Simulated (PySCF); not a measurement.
Input file:

```
{"job": {"kind": "uv", "xc": "wB97X-D", "basis": "def2-SVPD", "ip": false, "nstates": 15}, "charge": 0, "multiplicity": 1}
Ge    -2.688157     0.040235    -0.581675
Ge    -1.411712     1.460587     0.920317
Ge     0.586791     2.324636    -0.150210
Ge     1.871323     0.600927    -1.293375
Ge     1.211184    -1.677180    -0.773509
Ge     0.931338    -2.074466     1.605435
H     -4.178125     0.428289    -0.555143
H     -2.169526     0.195012    -2.024656
H     -2.553367    -1.437168    -0.174465
H     -1.017315     0.662851     2.179194
H     -2.290582     2.644211     1.375740
H      1.481296     3.006199     0.905984
H      0.162838     3.393214    -1.179192
H      1.766418     0.815529    -2.817788
H      3.355123     0.761384    -0.903069
H      2.299291    -2.623875    -1.321142
H     -0.104543    -2.013366    -1.503546
H     -0.549560    -1.940070     2.000944
H      1.409276    -3.493799     1.965286
H      1.750419    -1.059022     2.424221
```

Command:

```sh
OMP_NUM_THREADS=2 python probes_run.py task.json out
```

Geometry: PBE0-D3(BJ)/def2-SVP.

Theory: PySCF, wB97X-D/def2-SVPD, SCF density, gas phase.

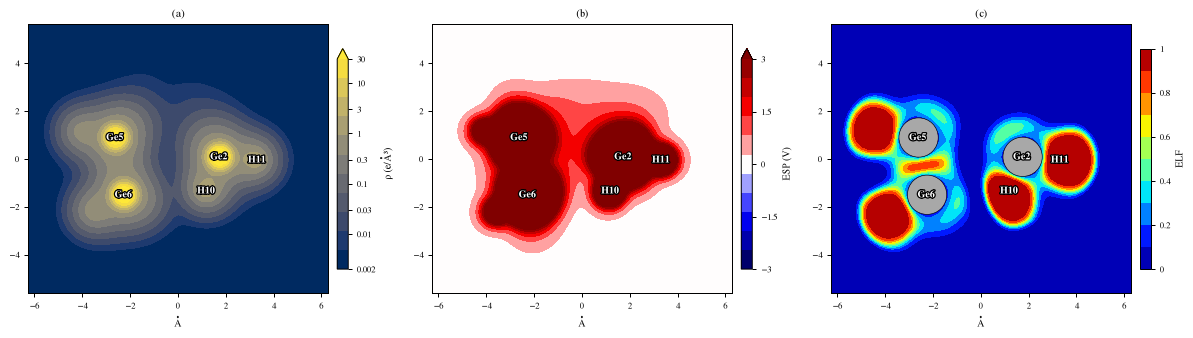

Ge₆H₁₄. (a) electron density; (b) electrostatic potential; (c) electron localisation function on the plane of atoms H10, Ge2 and H11. Grey discs cover the atomic cores in the ELF map.

**What do the fields say about this system?**

The plane passes through Ge and H nuclei. Ge–Ge (2.43 Å): ρ is about 0.57 e/Å³ halfway; the ELF peaks at about 0.85 between the atoms: a shared electron pair. Ge–H (1.54 Å): the density is about 1 e/Å³ at the midpoint; the ELF climbs to about 1 towards the hydrogen. The potential has no marked negative region in this plane.
